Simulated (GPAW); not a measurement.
# O K ELNES/XANES of La2O3 (P-3m1) from DFT

How does the O K edge of La2O3 (P-3m1) move when the bonds are compressed or stretched?

Calculated with GPAW 26.7.0; X-ray absorption from dipole matrix elements to empty bands, plane-wave PAW PBE, without spin-orbit coupling.

## 1. Starting point

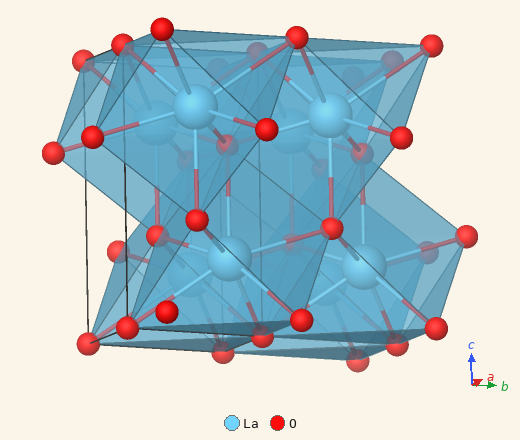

The cell as given, slightly off an axis (lanthanum blue, oxygen red). 2×2×1 cells are drawn. Bonds to atoms that aren't drawn are left out. Some periodic images of atoms are drawn too.

Coordinates:

```
La O
1.0
     3.93078    0.00000    0.00000
    -1.96539    3.40415    0.00000
     0.00000    0.00000    6.11195
La O
2 3
Direct
  0.33333 0.66667 0.24624
  0.66667 0.33333 0.75376
  0.00000 0.00000 0.00000
  0.33333 0.66667 0.64589
  0.66667 0.33333 0.35411
```

## 2. The field without a hole

The ground state comes first: it tells whether the system has a gap, which decides how the excited electron is treated.

Input file scf.py:

```python
import numpy as np
from ase import Atoms
from ase.parallel import parprint, paropen
from gpaw import GPAW, PW, FermiDirac, Mixer, MixerDif, setup_paths
from gpaw.test import gen
setup_paths.insert(0, '.')
gen('O', name='nch1s', xcname='PBE', corehole=(1, 0, 0), write_xml=True)
from gpaw.mpi import world
world.barrier()

atoms = Atoms('La2O3',
    cell=[[3.93077788, 0, 0],
     [-1.96538894, 3.4041535, 0],
     [0, 0, 6.11195352]],
    scaled_positions=[[0.33333333, 0.66666667, 0.24623568],
     [0.66666667, 0.33333333, 0.75376432],
     [0, 0, 0],
     [0.33333333, 0.66666667, 0.64589065],
     [0.66666667, 0.33333333, 0.35410935]],
    pbc=True)
atoms.calc = calc = GPAW(legacy_gpaw=True, mode=PW(500, force_complex_dtype=True), xc='PBE', setups={2: 'nch1s'},
    kpts={'size': (7, 7, 4), 'gamma': True}, occupations=FermiDirac(0.05),
    charge=0, mixer=Mixer(0.1, 5, 50), maxiter=150,
    convergence={'density': 0.0001, 'eigenstates': 1e-6}, txt='scf.txt')
energy = atoms.get_potential_energy() + calc.get_reference_energy()
ef = calc.get_fermi_level()
out = dict(energy=energy, fermi=ef, forces=atoms.get_forces().tolist())
parprint(f'all-electron energy {energy:.4f} eV, Fermi level {ef:.4f} eV')
ev = np.array([[calc.get_eigenvalues(k, s) for k in range(len(calc.get_ibz_k_points()))] for s in range(calc.get_number_of_spins())])
out['homo'], out['lumo'], out['counts'] = ev[ev < ef].max(), ev[ev > ef].min(), sorted(set((ev < ef).sum((0, 2)).tolist()))
out['filled'] = (ev[:, 0] < ef).sum(1).tolist()
import json
with paropen('out.json', 'w') as f:
    json.dump(out, f)
```

The run is started by

```console
> OMP_NUM_THREADS=1 mpirun -n 4 gpaw python scf.py
```

Numbers of over 12 decimals in the logs are rounded to 6 here.

The program printed:

```text
Input parameters:
  convergence: {density: 0.0001,
                eigenstates: 1e-06}
  kpts: {gamma: True,
         size: (7, 7, 4)}
  maxiter: 150
  mixer: {backend: pulay,
          beta: 0.1,
          method: separate,
          nmaxold: 5,
          weight: 50}
  mode: {ecut: 500.0,
         force_complex_dtype: True,
         name: pw}
  occupations: {fixmagmom: False,
                name: fermi-dirac,
                width: 0.05}
  setups: {2: nch1s}
  xc: PBE

Initialize ...

[... PAW data sets ...]

Reference energy: -468348.802460  # eV

Spin-paired calculation

[... convergence settings ...]
Symmetries present (total): 12
  [... symmetry matrices ...]

196 k-points: 7 x 7 x 4 Monkhorst-Pack grid + [0.000000,0.000000,1/8]
28 k-points in the irreducible part of the Brillouin zone
       k-points in crystal coordinates                weights
   0:     0.00000000    0.00000000    0.00000000          1/196
   1:     0.00000000    0.00000000    0.25000000          2/196
   2:     0.00000000    0.00000000    0.50000000          1/196
   3:     0.14285714    0.00000000   -0.25000000          6/196
   4:     0.14285714    0.00000000    0.00000000          6/196
   5:     0.14285714    0.00000000    0.25000000          6/196
   6:     0.14285714    0.00000000    0.50000000          6/196
   7:     0.28571429   -0.14285714    0.00000000          6/196
   8:     0.28571429   -0.14285714    0.25000000         12/196
   9:     0.28571429   -0.14285714    0.50000000          6/196
          ...
  27:     0.42857143    0.42857143    0.50000000          6/196

Wave functions: Plane wave expansion
  Cutoff energy: 500.000 eV
  Number of coefficients (min, max): 2057, 2098
  Pulay-stress correction: 0.000000 eV/Ang^3 (de/decut=0.000000)
  Using FFTW library
  Wavefunction extrapolation:
    Improved wavefunction reuse through dual PAW basis

Occupation numbers: Fermi-Dirac:
  width: 0.0500  # eV

Eigensolver
   Davidson(niter=2)

Densities:
  Coarse grid: 21*21*32 grid
  Fine grid: 42*42*64 grid
  Total Charge: 0.000000

Density mixing:
  Method: separate
  Backend: pulay
  Linear mixing parameter: 0.1
  old densities: 5
  Width of damping distribution: 1.1
  Damping of long wavelength oscillations: 50

[... Hamiltonian set-up ...]
Number of atoms: 5
Number of atomic orbitals: 52
Number of bands in calculation: 28
Number of valence electrons: 40
Bands to converge: occupied

... initialized

Initializing position-dependent things.

Density initialized from atomic densities
Creating initial wave functions:
  28 bands from LCAO basis set

         O   La

         La  O

       O

Atomic positions and initial magnetic moments

Positions:
   0 La    -0.000000    2.269436    1.504981    ( 0.0000,  0.0000,  0.0000)
   1 La     1.965389    1.134718    4.606972    ( 0.0000,  0.0000,  0.0000)
   2 O      0.000000    0.000000    0.000000    ( 0.0000,  0.0000,  0.0000)
   3 O     -0.000000    2.269436    3.947654    ( 0.0000,  0.0000,  0.0000)
   4 O      1.965389    1.134718    2.164300    ( 0.0000,  0.0000,  0.0000)

Unit cell:
           periodic     x           y           z      points  spacing
  1. axis:    yes    3.930778    0.000000    0.000000    21     0.1621
  2. axis:    yes   -1.965389    3.404154    0.000000    21     0.1621
  3. axis:    yes    0.000000    0.000000    6.111954    32     0.1910

  Lengths:   3.930778   3.930778   6.111954
  Angles:   90.000000  90.000000 120.000000

Effective grid spacing dv^(1/3) = 0.1796

iter:   1   -44.940780
iter:   2   -42.388989   -0.04  -0.88
iter:   3   -40.305876   +0.71  -0.98
iter:   4   -40.648962   +0.01  -1.36
iter:   5   -41.658537   +0.12  -1.43
iter:   6   -40.808322   +0.11  -1.37
iter:   7   -40.965993   -0.28  -1.91
iter:   8   -41.351713   -0.23  -1.74
[...]
iter:  16   -40.755279   -0.70  -2.31
iter:  17   -40.774103   -1.12  -2.46
iter:  18   -40.777264   -1.57  -2.55
iter:  19   -40.786777c  -1.54  -2.64
iter:  20   -40.781441c  -2.47  -2.36
iter:  21   -40.778891c  -2.66  -2.44
iter:  22   -40.779019c  -2.99  -2.57
iter:  23   -40.778585c  -2.18  -2.62
iter:  24   -40.779371c  -2.45  -2.92
iter:  25   -40.778651c  -3.15  -2.91
[...]
iter:  36   -40.778499c  -4.79  -3.59
iter:  37   -40.778513c  -5.32  -3.87
iter:  38   -40.778496c  -4.73  -3.73
iter:  39   -40.778498c  -5.13  -4.12c
iter:  40   -40.778502c  -4.78  -4.28c
iter:  41   -40.778499c  -5.63  -4.09c
iter:  42   -40.778499c  -5.30  -4.28c
iter:  43   -40.778499c  -5.85  -4.39c
iter:  44   -40.778499c  -6.65c -4.68c

Converged after 44 iterations.

Dipole moment: (-0.000000, 0.000000, -0.000000) |e|*Ang

Energy contributions relative to reference atoms: (reference = -468348.802460)

Kinetic:        +52.360030
Potential:      -48.899112
External:        +0.000000
XC:             -43.220130
Entropy (-ST):   -0.000000
Local:           -1.019286
SIC:             +0.000000
--------------------------
Free energy:    -40.778499
Extrapolated:   -40.778499

Showing only first 2 kpts
 Kpt  Band  Eigenvalues  Occupancy
  0    18      7.69941    2.00000
  0    19      7.95271    2.00000
  0    20     12.38975    0.00000
  0    21     12.67001    0.00000

  1    18      7.73979    2.00000
  1    19      7.74049    2.00000
  1    20     12.53647    0.00000
  1    21     12.74067    0.00000

Fermi level: 10.05982

Gap: 3.918 eV
Transition (v -> c):
  (s=0, k=21, n=19, [0.43, 0.00, 0.50]) -> (s=0, k=19, n=20, [0.43, 0.00, 0.00])
Direct/indirect transitions are different
Direct gap: 4.106 eV
Transition at: (s=0, k=22, n=19, [0.43, 0.29, 0.00])

Forces in eV/Ang:
  0 La    0.00000    0.00000   -0.02839
  1 La   -0.00000    0.00000    0.02839
  2 O     0.00000    0.00000    0.00000
  3 O     0.00000    0.00000    0.04765
  4 O    -0.00000   -0.00000   -0.04765
Scalar-relativistic atomic PBE calculation for O (Oxygen, Z=8)
Core hole in 1s state (1s occupation: 2.0)
300 radial gridpoints.
|------------------------------------------------|
|------------------------------------------------|
[... the atom generator's iteration count ...]

Energy contributions:
-------------------------
Kinetic:      +74.889487
XC:            -8.275248
Potential:   -141.614183
-------------------------
Total:        -74.999944

state      eigenvalue         ekin         rmax
-----------------------------------------------
1s^2.0 :   -18.913699    29.145489        0.129
2s^2.0 :    -0.880545     3.220963        0.871
2p^4.0 :    -0.331818     2.539146        0.819
-----------------------------------------------
(units: Bohr and Hartree)

Generating PAW setup
Kinetic energy of the core from tauc = 58.337696
Cutoffs:
rc(s)=1.300
rc(p)=1.130
rc(d)=1.170
rc(vbar)=1.300
rc(comp)=1.260
rc(nct)=1.300

Kinetic energy of the core states: 58.290978
Charge: 0.0
Core electrons: 2.0
Valence electrons: 6.0
Pseudo-core charge: 0.000736
Shape function alpha=6.299
Pseudo-electron charge 5.680117
state    eigenvalue         norm
--------------------------------
2s(2) :    -0.880545     1.081993
*s    :     0.119455
2p(4) :    -0.331818     0.878848
*p    :     0.668182
*d    :     0.000000
--------------------------------

Diagonalizing with gridspacing h=0.050

state   all-electron     PAW
-------------------------------
2s:      -0.880545    -0.881653
2p:      -0.331818    -0.335594
*d:                    0.049820
*f:                    0.077145
-------------------------------
all-electron energy -468389.5810 eV, Fermi level 10.0598 eV
```

Wall time 42 s (4 MPI ranks of Intel Xeon Platinum 8259CL at 2.50GHz (Skylake/Cascade Lake), shared host); peak memory 0.23 GiB; 2.8 min of CPU time.

The mesh shows a gap of 3.92 eV, so the hole is first treated in a charged cell, without the excited electron.

## 3. Reference energy of the supercell

The photon energy needs a difference of total energies, so the cell and mesh of the coming hole run are first run without a hole.

scf.py, as its differences from that of step 2:

```diff
@@ -10,14 +10,24 @@
 
-atoms = Atoms('La2O3',
-    cell=[[3.93077788, 0, 0],
-     [-1.96538894, 3.4041535, 0],
-     [0, 0, 6.11195352]],
-    scaled_positions=[[0.33333333, 0.66666667, 0.24623568],
-     [0.66666667, 0.33333333, 0.75376432],
+atoms = Atoms('La6O9',
+    cell=[[-5.89616682, 3.4041535, 0],
+     [-5.89616682, -3.4041535, 0],
+     [3.93077788, 0, 6.11195352]],
+    scaled_positions=[[0.41541189, 0.74874523, 0.24623568],
+     [0.74874523, 0.08207856, 0.24623568],
+     [0.08207856, 0.41541189, 0.24623568],
+     [0.25125477, 0.91792144, 0.75376432],
+     [0.58458811, 0.25125477, 0.75376432],
+     [0.91792144, 0.58458811, 0.75376432],
      [0, 0, 0],
-     [0.33333333, 0.66666667, 0.64589065],
-     [0.66666667, 0.33333333, 0.35410935]],
+     [0.33333333, 0.33333333, 0],
+     [0.66666667, 0.66666667, 0],
+     [0.54863022, 0.88196355, 0.64589065],
+     [0.88196355, 0.21529688, 0.64589065],
+     [0.21529688, 0.54863022, 0.64589065],
+     [0.11803645, 0.78470312, 0.35410935],
+     [0.45136978, 0.11803645, 0.35410935],
+     [0.78470312, 0.45136978, 0.35410935]],
     pbc=True)
-atoms.calc = calc = GPAW(legacy_gpaw=True, mode=PW(500, force_complex_dtype=True), xc='PBE', setups={2: 'nch1s'},
-    kpts={'size': (7, 7, 4), 'gamma': True}, occupations=FermiDirac(0.05),
+atoms.calc = calc = GPAW(legacy_gpaw=True, mode=PW(500, force_complex_dtype=True), xc='PBE', setups={6: 'nch1s'},
+    kpts={'size': (3, 3, 3), 'gamma': True}, occupations=FermiDirac(0.02),
     charge=0, mixer=Mixer(0.1, 5, 50), maxiter=150,
```

The program printed:

```text
Input parameters:
  convergence: {density: 0.0001,
                eigenstates: 1e-06}
  kpts: {gamma: True,
         size: (3, 3, 3)}
  maxiter: 150
  mixer: {backend: pulay,
          beta: 0.1,
          method: separate,
          nmaxold: 5,
          weight: 50}
  mode: {ecut: 500.0,
         force_complex_dtype: True,
         name: pw}
  occupations: {fixmagmom: False,
                name: fermi-dirac,
[...]
2s(2) :    -0.880545     1.081993
*s    :     0.119455
2p(4) :    -0.331818     0.878848
*p    :     0.668182
*d    :     0.000000
--------------------------------

Diagonalizing with gridspacing h=0.050

state   all-electron     PAW
-------------------------------
2s:      -0.880545    -0.881653
2p:      -0.331818    -0.335594
*d:                    0.049820
*f:                    0.077145
-------------------------------
all-electron energy -1405168.7529 eV, Fermi level 9.2353 eV
[key lines of the parts left out:]
Converged after 35 iterations.
Dipole moment: (-0.000000, -0.000000, -0.000000) |e|*Ang
Free energy:   -122.345766
Fermi level: 9.23526
```

Wall time 2.9 min (4 MPI ranks); peak memory 0.42 GiB.

Reference energy: -1405168.753 eV with the cores included.

[end of part 1 of 3]

[Banner, clock and machine lines of the logs are left out without a mark of their own.]

[Logs are printed without paths, hosts, clocks, repeated set-up lines and the standing remarks that a program may print on its own settings, such as how far it seeks lower states.]

[Hosts, paths, dates, database ids (printed as entryN), source tags and the programs' standing remarks are cut or masked in the printed files.]

[Lists of maxima count a maximum above −3 eV only where it reaches 4 % of the highest in the window and stands out from its surroundings by 2 % of it (1.5 % where it reaches 55 %); shoulders and weaker maxima are passed over, and of the rest the first, up to two pre-edge ones and the few strongest are named.]
